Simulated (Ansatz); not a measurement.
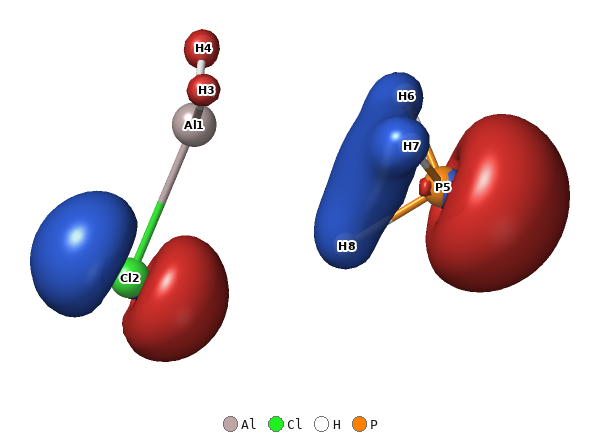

*AlClH2···PH3. The HOMO−1 at ±0.15 Å⁻³ᐟ² (red and blue are the two phases), seen across its widest extent.*

Computed with Ansatz, RKS revPBE-D4/def2-SVP.

Input file:

```
crystal:
  periodic: [false, false, false]
  atoms:
    - { symbol: Al, position_ang: [0.027144, 0.093097, 0.093826] }
    - { symbol: Cl, position_ang: [-0.116406, 0.602512, 2.232805] }
    - { symbol: H, position_ang: [1.479058, 0.102147, -0.554352] }
    - { symbol: H, position_ang: [-1.345838, -0.08818, -0.687507] }
    - { symbol: P, position_ang: [0.200753, -3.201773, 1.182592] }
    - { symbol: H, position_ang: [-0.69376, -2.855101, 0.104684] }
    - { symbol: H, position_ang: [1.372292, -2.774826, 0.461001] }
    - { symbol: H, position_ang: [0.045758, -1.938876, 1.83885] }
basis:
  gaussian: { orbitals: def2-SVP }
hamiltonian:
  xc: revpbe
  dispersion: d4
relax:
  f_tol: 0.03
  max_steps: 50
output:
  orbitals: {}
```

Launched as:

```sh
ansatz run input.yaml --threads 2 --pin off --max-ram 3072MiB --backend cpu --events-out ev --progress --plain --runs-dir out
```

The fields are those of the run's last geometry, not of the input's.

Describe this orbital and give its energy.

By Hirshfeld shares it lies mainly on P5 (about 50 %) and Cl2 (about 30 %); largely a combination of lone pairs on P5 and Cl2. Its energy is −7.22 eV.
